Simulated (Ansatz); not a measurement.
**AgCl (Fm-3m): converging the G0W0 gap**

How do accuracy and time trade against each other in G0W0 on AgCl (Fm-3m)?

Method: G0W0 on PBE, plane waves, PAW, in Ansatz 0.2.0.

In doubt: one-shot GW on d or f shells is unsure, so the values of those runs are not to be relied on.

**1. Set-up**

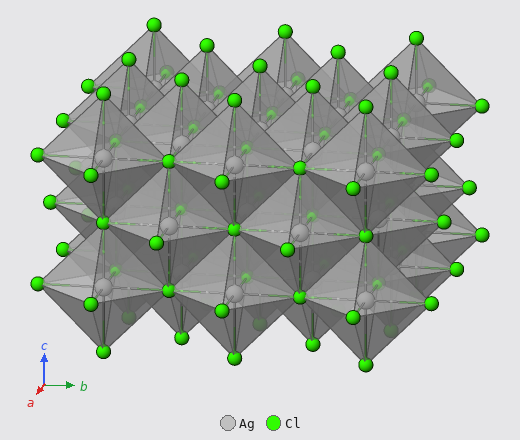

The cell as given, slightly off an axis (silver light grey, chlorine green). 2×2×1 cells are drawn. This picture shows the conventional cell, with its axes. Some periodic images of atoms are drawn too.

Coordinates:

```cif
data_structure
_symmetry_space_group_name_H-M 'Fm-3m'
_symmetry_Int_Tables_number 225
_cell_length_a 5.5453
_cell_length_b 5.5453
_cell_length_c 5.5453
_cell_angle_alpha 90.000
_cell_angle_beta 90.000
_cell_angle_gamma 90.000
_cell_volume 170.52
loop_
_atom_site_label
_atom_site_type_symbol
_atom_site_symmetry_multiplicity
_atom_site_Wyckoff_symbol
_atom_site_fract_x
_atom_site_fract_y
_atom_site_fract_z
_atom_site_occupancy
Ag1 Ag 4 a 0.00000 0.00000 0.00000 1
Cl1 Cl 4 b 0.50000 0.00000 0.00000 1
```

The cell and positions are those that the Materials Project relaxed with its own functionals (PBE, PBE+U or r2SCAN), kept fixed. The default PAW set here is soft_2. Its files were made with PBE.

**2. 44 empty bands, screening to 60 eV**

Now the one-shot GW correction: screening in the RPA, then the self-energy of the levels asked for.

input.yaml reads:

```yaml
crystal:
  lattice:
    - [0.0, 2.7726629968, 2.7726629968]
    - [2.7726629968, 0.0, 2.7726629968]
    - [2.7726629968, 2.7726629968, 0.0]
  atoms:
    - { symbol: Ag, position: [0.0, 0.0, 0.0] }
    - { symbol: Cl, position: [0.5, 0.5, 0.5] }
kpoints:
  mp_grid: { grid: [6, 6, 6] }
hamiltonian:
  xc: pbe
scf:
  occupations: { method: fixed }
gw:
  n_empty_bands: 44
  ecut_chi: 60
  qp_bands: [v2, c2]
  qp_kpoints: band_edges
  screening: { model: contour_deformation }
```

The run is started by

```
$ ansatz run input.yaml --threads 3 --pin off --max-ram 92160MiB --backend cuda --events-out ev --progress --plain --runs-dir out --devices 1 --max-vram 13GiB
```

Numbers of over 12 decimals in the logs are rounded to 6 here.

What it wrote:

```text
GPUs: using 1 of 1 available (devices: 1).
Engine: ansatz 0.2.0, x86_64-unknown-linux-gnu
Pseudopotentials: kind: paw
Pseudopotential: Ag, paw, valence charge 19, recommended cutoff 420 eV (normal), Ag.paw.azcp
Pseudopotential: Cl, paw, valence charge 7, recommended cutoff 420 eV (normal), Cl.paw.azcp
Functional definition: PBE
  parameter kappa = 0.804
  parameter beta = 0.066725
  exchange = pbe_x(kappa = kappa, mu = beta*pi^2/3)
  correlation = pbe_c(beta = beta)
device memory: the entry about to start is reckoned to put 0.5 GiB on a device that reports 60.7 GiB free (of which the cap on the GPU budget leaves the run 13.0 GiB)
GPU FFT provider: cuFFT
GPU libraries: cuBLAS 13.8.2, cuFFT 12.4.0, cuSOLVER 12.3.4
Crystal: 2 atoms, lattice volume = 42.631 Å³
Basis set: ecut = 420 eV, 869 PW (Γ)
Bands: 17, of which v1, the nominal top of the filled ones, is band 13 counted from 1 (12 counted from 0)
Symmetry: 48 space group operations
Space group: Fm-3m (ITA 225), of the structure as read, at distance tolerance 3.5e-5 Å
k-points: 16 of 216
Non-local potential: Ag, projectors of the file, l = 0: 3, l = 1: 2, l = 2: 2, l = 3: 1
Non-local potential: Cl, projectors of the file, l = 0: 2, l = 1: 2, l = 2: 2
PAW form: soft (Blöchl's): semilocal exchange-correlation on the pseudo side does not see the compensation charge
PAW one-centre angular grid: Ag, 590 points (default); XC on 64 Gauss nodes
PAW one-centre angular grid: Cl, 110 points (default); XC on 64 Gauss nodes
Initial density: superposition of atomic densities (neutral atoms: chi_scale 0, normalization atom), corrected by the library's trained network
Initial wavefunctions: pseudopotential atomic-orbital guess
GPU buffer pool allocated for 19683 grid points (all kernels)
GPU transforms: local potential and band sums: pruned to the plane-wave sphere, on 25×27×27
Functional: x = pbe(κ = 0.804, μ = 0.219515), c = pbe(β = 0.066725)
SCF iter   1: F=—  HF=-8670.889781 eV  |F-HF|=—  |Δ(HF+E_count)|=         —  Δρ=5.66e-4  dr2=8.36e-5  ethr=1.77e-3  ⟨swp⟩=4.0  Hψ=1136  notcnv=0  defer=27
preconditioner: auto → none  [insulator: Δε(μ)=0.906 eV  Ē_g=10.938 eV  n_scr=14 (ndim 8)  ℏωp=24.1 eV  f_vac=0.036  ε∞_Penn≈5.9]
SCF iter   2: F=—  HF=-8670.890445 eV  |F-HF|=—  |Δ(HF+E_count)|=   6.64e-4  Δρ=2.27e-4  dr2=1.42e-5  ethr=3.22e-7  ⟨swp⟩=3.0  Hψ=719  notcnv=0  defer=30
SCF iter   3: F=—  HF=-8670.890455 eV  |F-HF|=—  |Δ(HF+E_count)|=   1.01e-5  Δρ=1.25e-4  dr2=2.49e-6  ethr=5.45e-8  ⟨swp⟩=2.0  Hψ=405  notcnv=0  defer=30
SCF iter   4: F=—  HF=-8670.890461 eV  |F-HF|=—  |Δ(HF+E_count)|=   6.39e-6  Δρ=4.56e-5  dr2=3.31e-7  ethr=9.57e-9  ⟨swp⟩=2.0  Hψ=389  notcnv=0  defer=30
iter 5 did not close the SCF: its close was put off for the readings that it lacked (scf_convergence_deferred on its scf_iter line)
SCF iter   5: F=-8670.890463 eV  HF=-8670.890463 eV  |F-HF|=6.45e-8  |Δ(HF+E_count)|=   1.22e-6  Δρ=9.49e-6  dr2=1.36e-8  ethr=1.27e-9  ⟨swp⟩=2.0  Hψ=416  notcnv=0  defer=30
SCF iter   6: F=-8670.890463 eV  HF=-8670.890463 eV  |F-HF|=9.72e-9  |Δ(HF+E_count)|=   7.46e-8  Δρ=6.54e-6  dr2=1.56e-8  ethr=5.24e-11  ⟨swp⟩=4.3  Hψ=1119  notcnv=0
SCF 1 converged in 6 iterations: F = -8670.890463 eV  dr2 = 1.56e-8
  greatest PAW one-centre occupation: 1.000 electrons in one spin orbital (limit 2), on the Ag atom at site 0 (counted from 0), in its partial waves of l = 0
device memory: the entry about to start is reckoned to put 0.6 GiB on a device that reports 60.7 GiB free (of which the cap on the GPU budget leaves the run 13.0 GiB)
NSCF: frozen V_eff on 16 k-points, pencils in batches of 32, up to order 68
the band table was solved once the SCF had ended and its energy, with any forces and stress, was formed, with the checks that follow a solve (1323 applications of the Hamiltonian). They found nothing against the state; the energy, forces and stress were not computed again (output.eigenvalues in the input reference)
device memory: the entry about to start is reckoned to put 1.2 GiB on a device that reports 60.1 GiB free (of which the cap on the GPU budget leaves the run 13.0 GiB)
NSCF: frozen V_eff on 16 k-points
G₀W₀ screening: q 1/16
[... further progress lines ...]
device memory: the entry about to start is reckoned to put 0.3 GiB on a device that reports 55.7 GiB free (of which the cap on the GPU budget leaves the run 13.0 GiB)
NSCF: frozen V_eff on 1 k-points
device memory: the entry about to start is reckoned to put 0.3 GiB on a device that reports 55.7 GiB free (of which the cap on the GPU budget leaves the run 13.0 GiB)
NSCF: frozen V_eff on 1 k-points
SCF converged after 6 iterations
Free energy (F): -8670.890463 eV
Harris-Foulkes:  -8670.890463 eV  (|F-HF|=9.72e-9)
Internal energy: -8670.890463 eV  (E = F + TS)
E sigma→0 (E₀):  -8670.890463 eV
Fermi energy:    8.112652 eV
--- Per-component energies (eV) ---
  E_band       = -358.257450
  E_kinetic    = 689.410365
  E_local      = -3209.794322  (includes V_loc(G=0)·N_el)
  E_nonlocal   = 112.623848
  E_hartree    = 1408.800597
  E_xc         = -290.095067
  E_vxc        = -354.328416  (∫ρ·V_xc dr)
  E_paw        = -4564.836049  (= ΣΔE_a)
  E_vpaw       = -413.778603  (= ΣTr[D̂ρ^β])
  E_aug_tail   = 0.000409  (compensation charges beyond the density's cutoff)
  E_ewald      = -2817.000242
  E_smearing   = -0.000000  (= −TS)
  E_closure    = 0.000000  (closes the sum)
  Σ components = -8670.890463   (vs F -8670.890463, Δ=0.00e0)
--- Band table (eV; the first three rows and the last of 16) ---
  k-point 0: bands = [... 9 lower, 5.7095, 5.7925, 5.7925, 5.7925, 9.0237, 18.8090, 18.8090, 18.8090]
  k-point 1: bands = [... 9 lower, 5.7595, 6.0033, 6.8147, 6.8147, 10.1610, 16.9456, 18.1410, 18.1410]
  k-point 2: bands = [... 9 lower, 5.9409, 6.2201, 7.7276, 7.7276, 11.8054, 15.1228, 16.4373, 16.4373]
  k-point 15: bands = [... 9 lower, 6.1474, 6.1550, 6.1789, 6.8048, 11.6791, 15.8847, 16.2725, 17.0214]
--- G₀W₀: contour deformation, 7 samples at zero and on the imaginary axis and 4 off it, 216 q-points, 44 empty bands' worth ---
  eigenvalues of the whole cell's RPA ε∞ on this k-mesh (on a slab, of 1 + 4πα/V) = 4.9870, 4.9870, 4.9870; static W/v taken at q = 0 is 0.200521
  bands read: the sum over 57 bands ends inside a degenerate multiplet in 3 slots, whose members it reads at an even weight; the widest, k=0: bands 56 to 58 (counted from 1) at 2/3 each
  gw.qp_kpoints: band_edges: 9 of 16 stored k-points solved, in 1 pass; an edge of the gap read off the rows below is read off those points alone
    valence top: of the k-points left out ik 11 came nearest to being solved in a further pass, in band 13 (counted from 1, as in the quasiparticle table): it holds the edge there only if its correction is more favourable than any solved in that band by at least 0.590 eV; those differ by 0.335 eV
    conduction bottom: of the k-points left out ik 4 came nearest to being solved in a further pass, in band 14 (counted from 1, as in the quasiparticle table): it holds the edge there only if its correction is more favourable than any solved in that band by at least 1.478 eV; those differ by 0.426 eV
    ik  band        ε_KS         Σx   Σc(E_QP)       V_xc       Z   E_QP_lin       E_QP  E_QP is
     0    12      5.7925   -20.9513     3.5493   -16.8671  0.7426     5.2515     5.2575  root
     0    13      5.7925   -20.9513     3.5493   -16.8671  0.7426     5.2515     5.2575  root
     0    14      9.0237    -8.2955    -3.6458   -12.4499  0.8150     9.5346     9.5323  root
     0    15     18.8090    -7.9503    -4.4788   -13.3447  0.7728    19.7371    19.7246  root
     1    12      6.8147   -28.3261     4.4330   -23.2552  0.7500     6.1677     6.1768  root
     1    13      6.8147   -28.3261     4.4330   -23.2552  0.7500     6.1677     6.1768  root
     1    14     10.1610    -9.3383    -3.5763   -13.5239  0.8062    10.7743    10.7703  root
     1    15     16.9456    -6.8441    -4.4081   -11.9394  0.7818    17.6392    17.6328  root
     2    12      7.7276   -29.6404     4.3018   -24.7778  0.7628     7.1612     7.1668  root
     2    13      7.7276   -29.6404     4.3018   -24.7778  0.7628     7.1612     7.1668  root
     2    14     11.8054    -8.3441    -3.8432   -12.8101  0.8015    12.4338    12.4282  root
     2    15     15.1228    -7.6790    -4.6433   -13.1218  0.7677    15.9314    15.9222  root
     3    12      8.1127   -30.3424     4.2769   -25.5425  0.7671     7.5851     7.5896  root
     3    13      8.1127   -30.3424     4.2769   -25.5425  0.7671     7.5851     7.5896  root
     3    14     12.3462    -5.7580    -3.7848    -9.9409  0.8164    12.7463    12.7443  root
     3    15     14.6545    -9.9854    -5.1299   -16.1599  0.7328    15.7182    15.6992  root
     6    12      7.5392   -30.4881     4.4998   -25.3570  0.7605     6.9003     6.9079  root
     6    13      7.6259   -30.0394     4.4129   -25.0309  0.7613     7.0237     7.0303  root
     6    14     12.8124    -8.0792    -4.1453   -12.9777  0.7928    13.5760    13.5656  root
     6    15     13.8717    -7.5020    -4.2245   -12.4529  0.7875    14.6086    14.5980  root
     7    12      7.0409   -30.3778     4.6508   -25.0449  0.7528     6.3487     6.3589  root
     7    13      8.0576   -30.3786     4.3034   -25.5400  0.7666     7.5177     7.5225  root
     7    14     12.9500    -8.5773    -4.0137   -13.2886  0.7905    13.6566    13.6477  root
     7    15     14.0283    -7.6103    -4.4695   -12.8965  0.7788    14.8590    14.8450  root
[...]
10    12      6.6294   -30.8261     4.9517   -25.1370  0.7439     5.8784     5.8921  root
    10    13      6.6517   -32.8360     5.2814   -26.7750  0.7419     5.8565     5.8722  root
    10    14     11.3005    -8.1743    -4.1027   -13.1016  0.8038    12.1343    12.1250  root
    10    15     15.6118    -7.8505    -4.1381   -12.6497  0.7872    16.2797    16.2728  root
    12    12      6.1547   -35.4778     5.8425   -28.7091  0.7375     5.2059     5.2286  root
    12    13      6.2396   -35.5673     5.9526   -28.7568  0.7292     5.3591     5.3817  root
    12    14     10.4893    -7.6519    -4.0592   -12.4782  0.8110    11.2630    11.2563  root
    12    15     16.0766    -9.0092    -3.7468   -13.4017  0.8000    16.7282    16.7223  root
```

It took 14 s on 1 × NVIDIA H100 80GB HBM3 (shared by 6 runs) with 3 threads of AMD EPYC 7R13 (Zen 3), shared host; peak memory 1 GiB.

Reading the cycles: dr2 is the Hartree energy of the density residual (eV), the measure of convergence; HF is the Harris–Foulkes estimate of the energy, which meets the free energy F at convergence.

This step gave:

- bands summed: 57
- RPA ε∞ on this mesh (eigenvalues): 4.987, 4.987, 4.987
- plane waves in the screening matrix: 59
- q-points in the mesh: 216
- G0W0 gap on the mesh: 1.943 eV
- k of the valence top: 0, 0, -0.5
- k of the conduction bottom: 0, 0, 0
- starting gap on the mesh: 0.9111 eV
- Z at the valence top: 0.7671
- Z at the conduction bottom: 0.8150
- least direct G0W0 gap on the computed points: 4.275 eV

The gap on the mesh goes from 0.91 eV to 1.94 eV, a correction of +1.03 eV. Between the two edge states, bare exchange in place of the xc potential would open the gap by 8.95 eV, and correlation takes back 7.92 eV.

**3. 127 empty bands, screening to 120 eV**

Another rung: the empty bands reach about as high as the screening cutoff, so the two stay in balance.

Edit input.yaml of step 2 so:

```diff
@@ -15,4 +15,4 @@
 gw:
-  n_empty_bands: 44
-  ecut_chi: 60
+  n_empty_bands: 127
+  ecut_chi: 120
   qp_bands: [v2, c2]
```

What it wrote:

```text
GPUs: using 1 of 1 available (devices: 1).
[...]
GPU FFT provider: cuFFT
GPU libraries: cuBLAS 13.8.2, cuFFT 12.4.0, cuSOLVER 12.3.4
Crystal: 2 atoms, lattice volume = 42.631 Å³
Basis set: ecut = 420 eV, 869 PW (Γ)
Bands: 17, of which v1, the nominal top of the filled ones, is band 13 counted from 1 (12 counted from 0)
Symmetry: 48 space group operations
[...]
k-points: 16 of 216
[...]
GPU buffer pool allocated for 19683 grid points (all kernels)
[...]
SCF iter   1: F=—  HF=-8670.889781 eV  |F-HF|=—  |Δ(HF+E_count)|=         —  Δρ=5.66e-4  dr2=8.36e-5  ethr=1.77e-3  ⟨swp⟩=4.0  Hψ=1136  notcnv=0  defer=27
[...]
SCF iter   6: F=-8670.890463 eV  HF=-8670.890463 eV  |F-HF|=9.72e-9  |Δ(HF+E_count)|=   7.46e-8  Δρ=6.54e-6  dr2=1.56e-8  ethr=5.24e-11  ⟨swp⟩=4.3  Hψ=1119  notcnv=0
SCF 1 converged in 6 iterations: F = -8670.890463 eV  dr2 = 1.56e-8
[...]
NSCF: frozen V_eff on 16 k-points, pencils in batches of 32, up to order 68
[...]
NSCF: frozen V_eff on 16 k-points
G₀W₀ screening: q 1/16
[... further progress lines ...]
[...]
SCF converged after 6 iterations
Free energy (F): -8670.890463 eV
[...]
Internal energy: -8670.890463 eV  (E = F + TS)
E sigma→0 (E₀):  -8670.890463 eV
Fermi energy:    8.112652 eV
[...]
--- Band table (eV; the first three rows and the last of 16) ---
  k-point 0: bands = [... 9 lower, 5.7095, 5.7925, 5.7925, 5.7925, 9.0237, 18.8090, 18.8090, 18.8090]
  k-point 1: bands = [... 9 lower, 5.7595, 6.0033, 6.8147, 6.8147, 10.1610, 16.9456, 18.1410, 18.1410]
  k-point 2: bands = [... 9 lower, 5.9409, 6.2201, 7.7276, 7.7276, 11.8054, 15.1228, 16.4373, 16.4373]
  k-point 15: bands = [... 9 lower, 6.1474, 6.1550, 6.1789, 6.8048, 11.6791, 15.8847, 16.2725, 17.0214]
[...]
0    12      5.7925   -20.9513     3.2436   -16.8671  0.7364     4.9363     4.9519  root
     0    13      5.7925   -20.9513     3.2436   -16.8671  0.7364     4.9363     4.9519  root
     0    14      9.0237    -8.2955    -3.8768   -12.4499  0.8120     9.3020     9.3013  root
     0    15     18.8090    -7.9503    -4.7770   -13.3447  0.7704    19.4339    19.4264  root
     1    12      6.8147   -28.3261     4.1432   -23.2552  0.7443     5.8667     5.8871  root
     1    13      6.8147   -28.3261     4.1432   -23.2552  0.7443     5.8667     5.8871  root
     1    14     10.1610    -9.3383    -3.8439   -13.5239  0.8026    10.5040    10.5028  root
     1    15     16.9456    -6.8441    -4.6661   -11.9394  0.7807    17.3779    17.3748  root
[...]
12    12      6.1547   -35.4778     5.6222   -28.7091  0.7335     4.9716     5.0083  root
    12    13      6.2396   -35.5673     5.7212   -28.7568  0.7245     5.1124     5.1503  root
    12    14     10.4893    -7.6519    -4.3429   -12.4782  0.8090    10.9752    10.9727  root
    12    15     16.0766    -9.0092    -3.9794   -13.4017  0.7979    16.4917    16.4897  root
```

It took 14 s on 1 × NVIDIA H100 80GB HBM3 (shared by 6 runs) with 3 threads; peak memory 1.1 GiB.

Numbers from this step:

| Property | Result |
| --- | --- |
| bands summed | 140 |
| RPA ε∞ on this mesh (eigenvalues) | 4.960, 4.960, 4.960 |
| plane waves in the screening matrix | 137 |
| q-points in the mesh | 216 |
| G0W0 gap on the mesh | 2.043 eV |
| k of the valence top | 0, 0, -0.5 |
| k of the conduction bottom | 0, 0, 0 |
| starting gap on the mesh | 0.9111 eV |
| Z at the valence top | 0.7608 |
| Z at the conduction bottom | 0.8120 |
| least direct G0W0 gap on the computed points | 4.349 eV |

Against the run with 6×6×6 mesh, 44 empty bands, screening to 60 eV, the gap moves by +0.10 eV.

**4. 273 empty bands, screening to 200 eV**

Edit input.yaml of step 3 so:

```diff
@@ -15,4 +15,4 @@
 gw:
-  n_empty_bands: 127
-  ecut_chi: 120
+  n_empty_bands: 273
+  ecut_chi: 200.0
   qp_bands: [v2, c2]
```

What it wrote:

```text
GPUs: using 1 of 1 available (devices: 1).
[...]
GPU FFT provider: cuFFT
GPU libraries: cuBLAS 13.8.2, cuFFT 12.4.0, cuSOLVER 12.3.4
Crystal: 2 atoms, lattice volume = 42.631 Å³
Basis set: ecut = 420 eV, 869 PW (Γ)
Bands: 17, of which v1, the nominal top of the filled ones, is band 13 counted from 1 (12 counted from 0)
Symmetry: 48 space group operations
[...]
k-points: 16 of 216
[...]
1    15     16.9456    -6.8441    -4.7472   -11.9394  0.7818    17.2954    17.2937  root
[...]
12    12      6.1547   -35.4778     5.5332   -28.7091  0.7331     4.8759     4.9192  root
    12    13      6.2396   -35.5673     5.6268   -28.7568  0.7234     5.0100     5.0559  root
    12    14     10.4893    -7.6519    -4.4480   -12.4782  0.8084    10.8691    10.8676  root
    12    15     16.0766    -9.0092    -4.0475   -13.4017  0.7974    16.4234    16.4217  root
[key lines of the parts left out:]
SCF converged after 6 iterations
Free energy (F): -8670.890463 eV
Fermi energy:    8.112652 eV
```

Run time: 30 s. Hardware: 1 × NVIDIA H100 80GB HBM3 (shared by 6 runs) with 3 threads; peak memory 1.4 GiB.

Numbers from this step:

```yaml
bands_summed: 286
rpa_eps_infinity_on_this_mesh_eigenvalues: 4.950, 4.950, 4.950
plane_waves_in_the_screening_matrix: 283
g0w0_gap_on_the_mesh: 2.086 eV
k_of_the_valence_top: 0, 0, -0.5
k_of_the_conduction_bottom: 0, 0, 0
starting_gap_on_the_mesh: 0.9111 eV
least_direct_g0w0_gap_on_the_computed_points: 4.421 eV
```

Against the run with 6×6×6 mesh, 127 empty bands, screening to 120 eV, the gap moves by +0.04 eV.

**5. Changing the k mesh: 4×4×4 mesh, 127 empty bands, screening to 120 eV**

A second mesh at equal bands and cutoff isolates the sampling error. Bands and cutoff differ from the step before, so it is read against an earlier run that matches them.

Edit input.yaml of step 4 so:

```diff
@@ -9,3 +9,3 @@
 kpoints:
-  mp_grid: { grid: [6, 6, 6] }
+  mp_grid: { grid: [4, 4, 4] }
 hamiltonian:
@@ -15,4 +15,4 @@
 gw:
-  n_empty_bands: 273
-  ecut_chi: 200.0
+  n_empty_bands: 127
+  ecut_chi: 120
   qp_bands: [v2, c2]
```

What it wrote:

```text
GPUs: using 1 of 1 available (devices: 1).
[...]
GPU FFT provider: cuFFT
GPU libraries: cuBLAS 13.8.2, cuFFT 12.4.0, cuSOLVER 12.3.4
Crystal: 2 atoms, lattice volume = 42.631 Å³
Basis set: ecut = 420 eV, 869 PW (Γ)
Bands: 17, of which v1, the nominal top of the filled ones, is band 13 counted from 1 (12 counted from 0)
Symmetry: 48 space group operations
[...]
k-points: 8 of 64
[...]
1    15     15.8995    -6.9361    -4.7407   -12.1010  0.7804    16.3258    16.3238  root
[...]
6    12      6.1564   -35.4850     5.6335   -28.7073  0.7334     4.9767     5.0122  root
     6    13      6.2424   -35.5818     5.7322   -28.7569  0.7255     5.1129     5.1497  root
     6    14     10.4909    -7.5875    -4.4167   -12.4764  0.8058    10.9657    10.9631  root
     6    15     16.0808    -8.9904    -4.0113   -13.3971  0.7949    16.4788    16.4763  root
[key lines of the parts left out:]
SCF converged after 6 iterations
Free energy (F): -8670.878537 eV
Fermi energy:    8.119699 eV
```

Wall time 12 s (1 × NVIDIA H100 80GB HBM3 (shared by 6 runs) with 3 threads); peak memory 1 GiB; 10 s of CPU time.

Numbers from this step:

* bands summed: 140
* RPA ε∞ on this mesh (eigenvalues): 5.275, 5.275, 5.275
* plane waves in the screening matrix: 137
* G0W0 gap on the mesh: 2.044 eV
* k of the valence top: 0, 0, -0.5
* k of the conduction bottom: 0, 0, 0
* starting gap on the mesh: 0.9078 eV
* least direct G0W0 gap on the computed points: 4.352 eV

Against the run with 6×6×6 mesh, 127 empty bands, screening to 120 eV, the gap moves by +0.0005 eV.

(Part 1 of 2 ends here.)

[Paths, hosts, dates, memory and timing lines, banners, echoed tables and standing remarks are left out of the program output.]

[Logs are printed without paths, hosts, clocks, repeated set-up lines and the standing remarks that a program may print on its own settings, such as how far it seeks lower states.]

[Runs of the session that timed out or met a known fault of the program may be left out.]

[Cells called generated may have been cut or substituted from an entry of the Crystallography Open Database or the Materials Project.]

[Hosts, paths, dates, database ids (printed as entryN), source tags and the programs' standing remarks are cut or masked in the printed files.]
